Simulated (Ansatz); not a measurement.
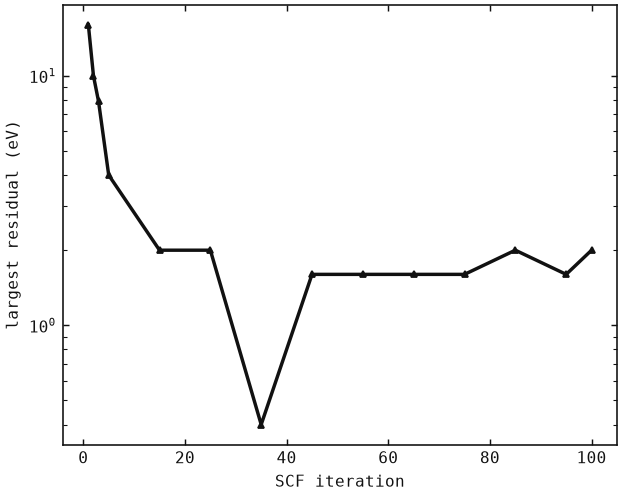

The plot shows the SCF iterations of a calculation: largest residual. Only some iterations were kept.

System: Si3C4 (P1, 7 atoms in the cell).
Method: DFT, PBE, PAW (an earlier, harder data set), plane waves, scalar-relativistic (Ansatz); cutoff 820 eV, 1×1×1 k-mesh, fixed occupations.
Setting under test: default search for lower states.

Was self-consistency reached?

Answer. It did not converge: it stopped after 100 iterations. The residual stalls around 2 from about step 15 on.
